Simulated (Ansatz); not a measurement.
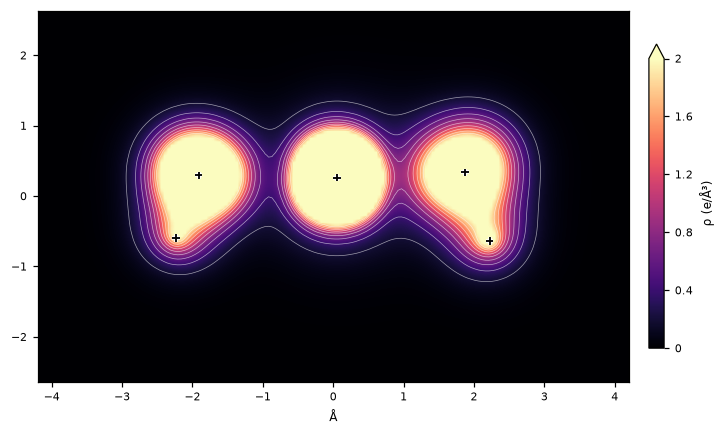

The electron density on a plane through atoms (crosses mark nuclei in the plane).

Computed with RKS PBE/def2-SVP (Ansatz 0.2.0).

Candidates:
A. CuH4NO (SMILES [NH2][Cu-][OH2+])
B. GeH3NO (SMILES [NH2][Ge][OH])

Which system is this?

Answer. Candidate A: CuH4NO on the plane of atoms Cu2, N1 and H4, which holds N, Cu, O and H. Cu–N (1.82 Å): ρ is about 0.89 e/Å³ halfway. Cu–O (1.97 Å): the density is about 0.48 e/Å³ at the midpoint.
